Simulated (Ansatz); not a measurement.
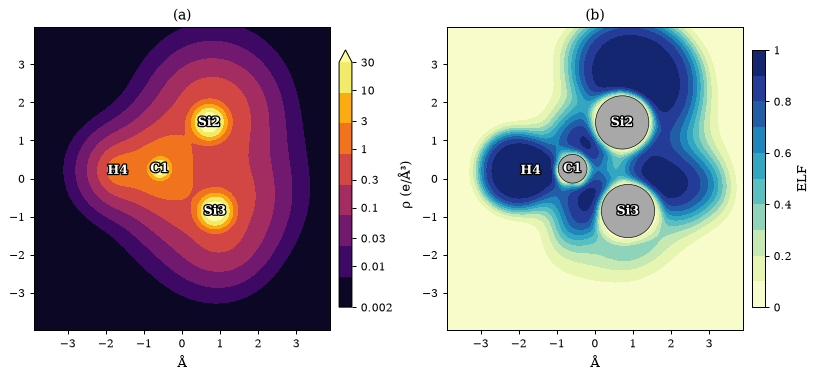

The picture shows: CH₃Si₂ (SMILES C1=[Si-][SiH2]1) (charge −1). (a) total electron density; (b) electron localisation function on the plane of atoms Si2, C1 and H4. Grey discs cover the atomic cores in the ELF map.

Geometry: r2SCAN-D4/def2-SVPD.

Computed with isolated molecule in a Gaussian basis; Kohn-Sham density functional theory, functional PBE0 (Ansatz).

```xyz
6

C    -0.9963    0.6238   -3.0321
Si   -1.1614    2.2606   -2.3472
Si    0.6090    1.3341   -3.5513
H    -1.5632   -0.3137   -3.1020
H     0.9008    1.4900   -5.0352
H     1.8929    0.7375   -2.9973
```

### What do the fields say about this system?

- The plane passes through C, Si and H nuclei.
- C–Si (1.78 Å): ρ at the midpoint is about 0.99 e/Å³; the ELF peaks at about 0.90 between the atoms (localised, covalent bonding).
- Si–Si (2.33 Å): the density is about 0.5 e/Å³ at the midpoint; the ELF peaks at about 0.60 between the atoms.
- C–H (1.10 Å): the density is about 1.9 e/Å³ at the midpoint; the ELF climbs to about 1 towards the hydrogen, as it does in any bond to H (a covalent bond by its length).
- C–Si (1.83 Å): ρ at the midpoint is about 0.92 e/Å³; the ELF peaks at about 0.90 between the atoms, as expected for localised, covalent bonding.
- The ELF also peaks beside Si2, away from the bonds: lone-pair regions.
